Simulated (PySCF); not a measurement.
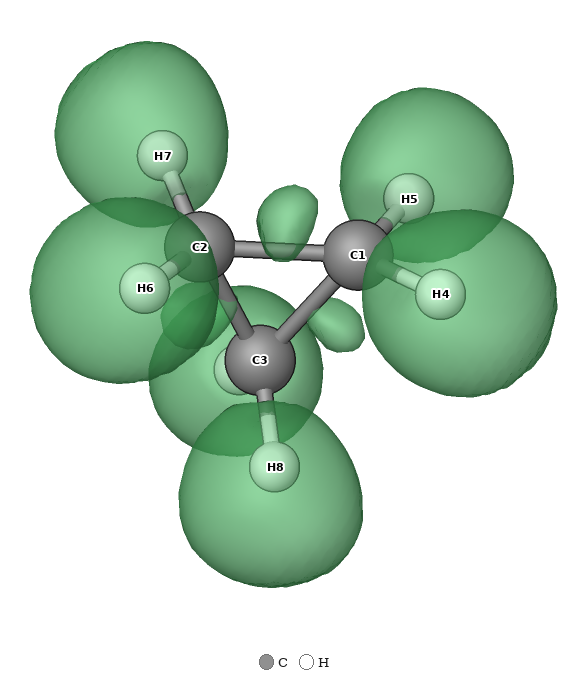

The picture shows: C3H6 (SMILES C1CC1). Isosurface of the electron localisation function at 0.85 (green), seen at a tilt. Core shells and regions of very low density are left out.

Geometry: GFN2-xTB, MD frame at 250 fs, 600 K.

Level of theory: PBE0/pcSseg-1, SCF density, gas phase, non-relativistic in PySCF.

```yaml
atoms:
  - { symbol: C, position_ang: [-0.4193, 0.4474, 0.6214] }
  - { symbol: C, position_ang: [0.1004, -0.8305, 0.0791] }
  - { symbol: C, position_ang: [0.3125, 0.3445, -0.6938] }
  - { symbol: H, position_ang: [-0.0380, 1.1342, 1.4200] }
  - { symbol: H, position_ang: [-1.3843, 0.7080, 0.4021] }
  - { symbol: H, position_ang: [1.0716, -1.2378, 0.4901] }
  - { symbol: H, position_ang: [-0.6808, -1.4731, -0.1604] }
  - { symbol: H, position_ang: [1.2482, 0.8956, -0.6500] }
  - { symbol: H, position_ang: [-0.0485, 0.4173, -1.6049] }
```

Q: Where are the electrons localised?

A: At this value the surface marks out three regions between bonded C–C atoms (shared pairs) and six regions around hydrogen nuclei. Profiles from the grid: C–C (1.42 Å): the ELF peaks at about 0.90 between the atoms (a covalent bond). C–H (0.98 Å): the ELF climbs to about 1 towards the hydrogen, as it does in any bond to H; a covalent bond by its length.
